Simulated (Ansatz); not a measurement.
## Electronic structure of FH3Si···HCl in real space

```
atom    x (Å)    y (Å)    z (Å)
  Si  -0.3706   0.0000  -0.6052
  Cl  -0.1858   0.0000   3.6029
   H   0.9956   0.0000  -0.0237
   H  -0.6128   1.2234  -1.4109
   H  -0.6128  -1.2234  -1.4109
   F  -1.4452   0.0000   0.6402
   H  -0.9133   0.0000   2.5303
```

Level of theory: RKS B3LYP/def2-SVP (Ansatz).

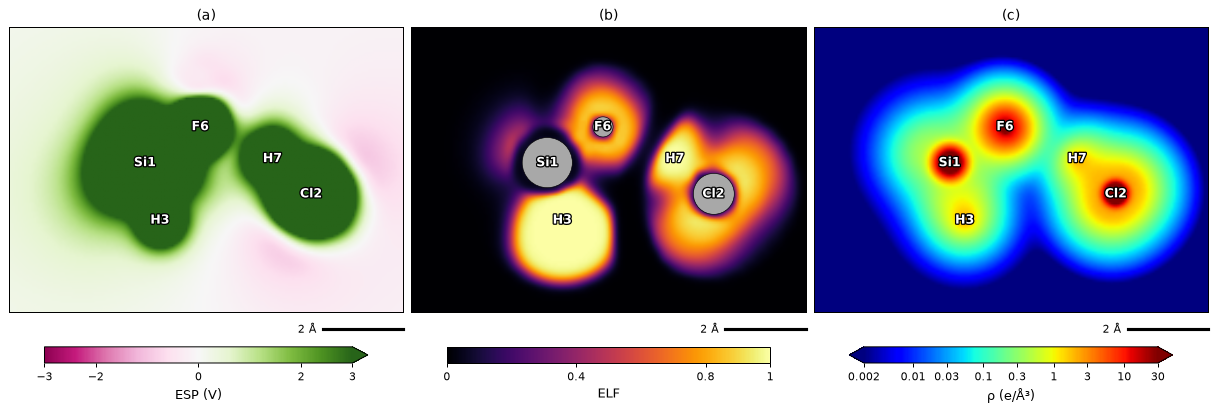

Figure 1. (a) molecular electrostatic potential; (b) electron localisation function; (c) electron density on the plane of atoms H3, Si1 and F6. Grey discs cover the atomic cores in the ELF map.

Question: What does the map show?

Answer:
- Atoms in the plane: Si, Cl, H and F.
- F6···H7 (1.96 Å): the density falls to about 0.15 e/Å³ on the way; the ELF dips to about 0.10 between them.
- Si–F (1.65 Å): ρ is about 0.95 e/Å³ halfway; the ELF peaks at about 0.85 in the valence shell of F, 0.6 Å from its nucleus, and is about 0.45 at the midpoint.
- Cl–H (1.30 Å): ρ is about 1.9 e/Å³ halfway; the ELF climbs to about 1 towards the hydrogen, as it does in any bond to H.
- Si–H (1.48 Å): ρ at the midpoint is about 0.78 e/Å³; the ELF climbs to about 1 towards the hydrogen.
- The ELF also peaks beside Cl2 and F6, away from the bonds: lone-pair regions.
- Outside the dense part of the complex the potential is most negative (−0.9 V) near Cl2.

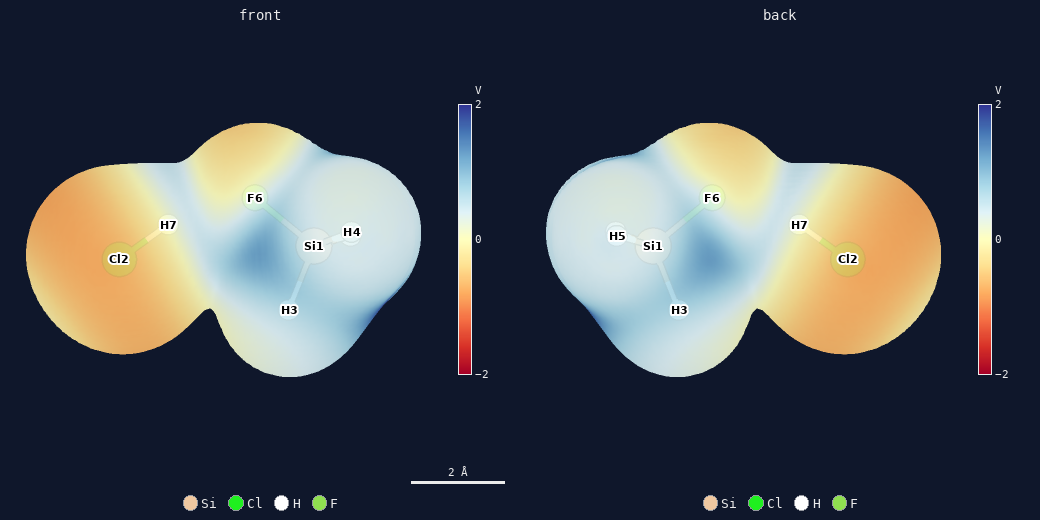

Figure 2. The molecular electrostatic potential painted on the density surface at 0.001 e/bohr³, seen from the front and from behind; the colour scale runs from red (negative) to blue (positive).

Question: Where is the surface potential most negative and most positive?

Answer: The most negative region (about −0.8 V) lies over Cl2, the most positive (about +1.7 V) over Si1.

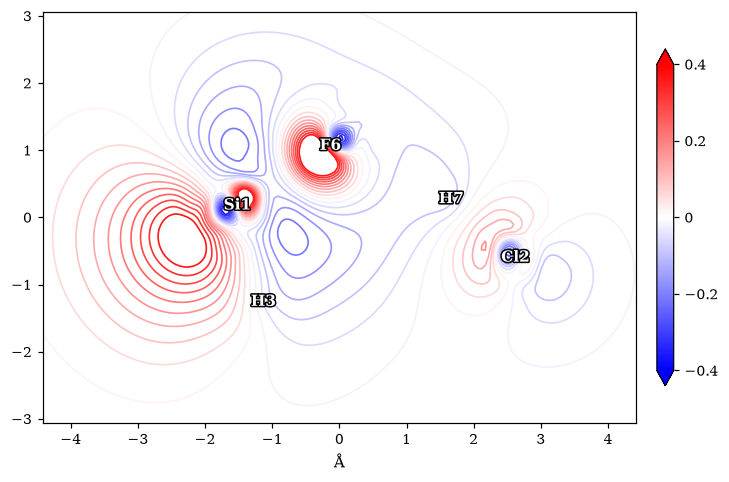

Figure 3. The LUMO on the plane of atoms H3, Si1 and F6 (values in Å⁻³ᐟ²; the overall sign is arbitrary).

Question: Where does this orbital lie, and at what energy?

Answer: By Hirshfeld shares it lies mainly on Si1 (about 60 %), F6 (about 15 %), H3 (about 5 %), H4 (about 5 %) and H5 (about 5 %). Its energy is −0.35 eV.
